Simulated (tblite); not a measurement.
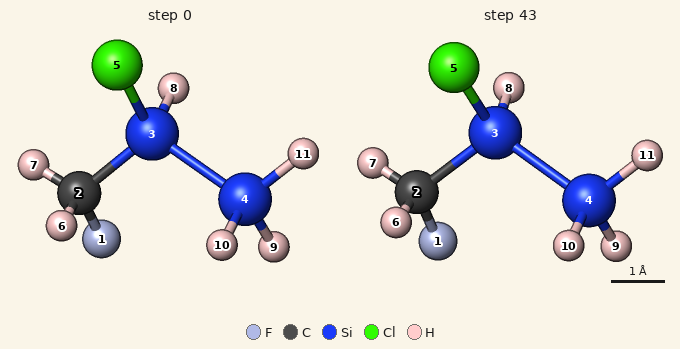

The structure of CH₆ClFSi₂ before (left) and after (right) a relaxation, at one scale.

The picture is a ball-and-stick view, seen at a tilt.

Level of theory: tblite 0.8.0, GFN2-xTB geometry optimisation, gas phase. 

### Summarise the run.

After 43 geometry steps the energy has fallen by 16.5 kJ/mol. H10 moves most after the best rigid fit: 0.13 Å. Largest moves by element: H 0.13 Å, Si 0.09 Å, F 0.08 Å, Cl 0.08 Å, C 0.05 Å. Among the contacts that change: C2–Si3 1.835 → 1.928 Å, Si3–Si4 2.282 → 2.322 Å, Si4–H10 1.502 → 1.467 Å, Si4–H9 1.494 → 1.463 Å. Among the angles between lasting bonds that change: Si4–Si3–H8 111.2° → 117.0°, C2–Si3–H8 111.5° → 105.7°, C2–Si3–Cl5 108.7° → 103.5°. Cost: 0.39 s on 1 thread of Arm Neoverse N1 (shared host).
